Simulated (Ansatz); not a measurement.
# SiH2SF (SMILES F[SiH2][S]): UBLYP/STO-3G

Aim: the electronic atomisation energy of SiH2SF at UBLYP/STO-3G, from 5 runs. 

The results are computed with Ansatz 0.2.0.

61 further runs of the same task are left out: 3 that didn't finish, 58 set aside as unsound or not needed.

## 1. The molecule

The species is SiH2SF (5 atoms), meant as a doublet with charge 0. SMILES: `F[SiH2][S]`. The coordinates come from a PBE0-D4/def2-TZVP relaxation.

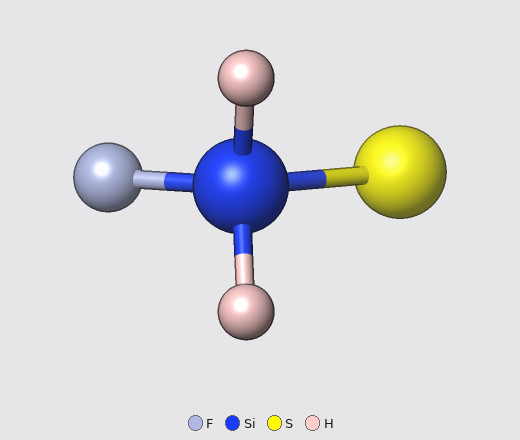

The structure, seen from a chosen angle (fluorine light blue, silicon blue, sulfur yellow, hydrogen pink).

## 2. A single-point energy at UBLYP/STO-3G

Input file job.yaml:

```yaml
basis:
  gaussian:
    orbitals: STO-3G
crystal:
  periodic: [false, false, false]
  atoms:
    - {symbol: F, position_ang: [-0.324300, -0.023300, 1.585400]}
    - {symbol: Si, position_ang: [0.086000, -0.081000, 0.044500]}
    - {symbol: S, position_ang: [-1.148000, 1.061300, -1.211000]}
    - {symbol: H, position_ang: [-0.023500, -1.493100, -0.391000]}
    - {symbol: H, position_ang: [1.459700, 0.462600, -0.069300]}
hamiltonian:
  xc: {name: BLYP}
magnetization:
  spin_polarized: true
  initial_magnetization: 1
accuracy: high
```

On the command line:

```console
$ ansatz run job.yaml --threads 1 --pin off --max-ram 2610MiB --events-out events.jsonl --progress --plain --runs-dir runs
```

The program printed:

```text
Warning: RAYON_NUM_THREADS=1 ignored (pool sized by the plan → 1); use --threads N
Functional definition: BLYP
  name "BLYP"
  parameter beta = 0.0042
  parameter a = 0.04918
  parameter b = 0.132
  parameter c = 0.2533
  parameter d = 0.349
  exchange = b88_x(beta = beta)
  correlation = lyp_c(a = a, b = b, c = c, d = d)
460 factors; integrals over basis functions are off by at most 2.8e-8 eV
mean field evaluation 1: about -21205.9877 eV, gradient 1.6e1 eV
mean field evaluation 2: about -21204.9342 eV, gradient 2.1e1 eV
mean field evaluation 4: about -21207.8109 eV, gradient 7.9e-1 eV
mean field evaluation 8: about -21207.7817 eV, gradient 2.6e-3 eV
mean field evaluation 16: about -21207.7817 eV, gradient 2.5e-6 eV
mean field evaluation 32: about -21207.4411 eV, gradient 2.4e0 eV
mean field -21207.78167038 eV, -779.3716012359 hartree, gradient 2.7e-8 eV, S^2 0.750915; 5 other end points of the search recorded, 0 dependent functions left out
reference -21207.78170535 eV, -779.3716025207 hartree; 21, 20 occupied and 4, 5 virtual orbitals, 460 factors
Total energy: -21207.78170535 eV, -779.3716025207 hartree
```

Wall time 4.2 s (1 thread of Arm Neoverse V2, shared host); peak memory 0.14 GiB.

## 3. The F atom

Input file molecule.yaml:

```yaml
crystal:
  periodic: [false, false, false]
  atoms:
    - symbol: F
      position_ang: [0.000000, 0.000000, 0.000000]
basis:
  gaussian: {orbitals: STO-3G}
magnetization: {spin_polarized: true, initial_magnetization: 1}
total_charge: 0
accuracy: high
hamiltonian: {xc: {name: BLYP}}
```

Run the same way, it converges to -98.23564 Eh (log not shown).

## 4. The H atom at the same level

Input file in.yaml:

```yaml
basis:
  gaussian:
    orbitals: STO-3G
crystal:
  periodic: [false, false, false]
  atoms:
    - {symbol: H, position_ang: [0.000000, 0.000000, 0.000000]}
magnetization:
  spin_polarized: true
  initial_magnetization: 1
hamiltonian:
  xc: {name: BLYP}
accuracy: high
```

On the command line:

```console
$ ansatz run in.yaml --threads 1 --pin off --max-ram 2610MiB --events-out events.jsonl --progress --plain --runs-dir runs
```

The program printed:

```text
Warning: RAYON_NUM_THREADS=1 ignored (pool sized by the plan → 1); use --threads N
[... 9 set-up lines as earlier in the session ...]
1 factors; integrals over basis functions are off by at most 4.6e-10 eV
mean field evaluation 1: about -12.5918 eV, gradient 0.0e0 eV
mean field evaluation 2: about -12.5918 eV, gradient 0.0e0 eV
mean field -12.59181263 eV, -0.4627405790 hartree, gradient 0.0e0 eV, S^2 0.750000; 0 other end points of the search recorded, 0 dependent functions left out
reference -12.59183075 eV, -0.4627412451 hartree; 1, 0 occupied and 0, 1 virtual orbitals, 1 factors
Total energy: -12.59183075 eV, -0.4627412451 hartree
```

Run time: 0.06 s. Hardware: 1 thread of Arm Neoverse V2, shared host.

## 5. The S atom at the same level

Input file in.yaml:

```yaml
crystal:
  periodic: [false, false, false]
  atoms:
    - {symbol: S, position_ang: [0.000000, 0.000000, 0.000000]}
basis:
  gaussian:
    orbitals: STO-3G
total_charge: 0
magnetization:
  spin_polarized: true
  initial_magnetization: 2
hamiltonian:
  xc: {name: BLYP}
accuracy: high
```

Run the same way, it converges to -393.62799 Eh (log not shown).

## 6. The Si atom at the same level

Input file run.yaml:

```yaml
crystal:
  periodic: [false, false, false]
  atoms:
    - symbol: Si
      position_ang: [0.000000, 0.000000, 0.000000]
basis:
  gaussian: {orbitals: STO-3G}
magnetization: {spin_polarized: true, initial_magnetization: 2}
hamiltonian: {xc: {name: BLYP}}
accuracy: high
```

Run the same way, it converges to -285.90455 Eh (log not shown).

## 7. What came out

Level: UBLYP/STO-3G.

```
                     quantity          value
       molecule: total energy  -779.37160 Eh
               molecule: ⟨S²⟩          0.751
         F atom: total energy   -98.23564 Eh
                 F atom: ⟨S²⟩          0.750
         H atom: total energy    -0.46274 Eh
                 H atom: ⟨S²⟩          0.750
         S atom: total energy  -393.62799 Eh
                 S atom: ⟨S²⟩          2.000
        Si atom: total energy  -285.90455 Eh
                Si atom: ⟨S²⟩          2.000
electronic atomisation energy      18.448 eV
```

In words: Taking the molecule apart into free atoms costs 18.45 eV (1780 kJ/mol), before zero-point energy and without spin-orbit coupling. In a minimal basis such a difference can be off by several eV, whatever the method.
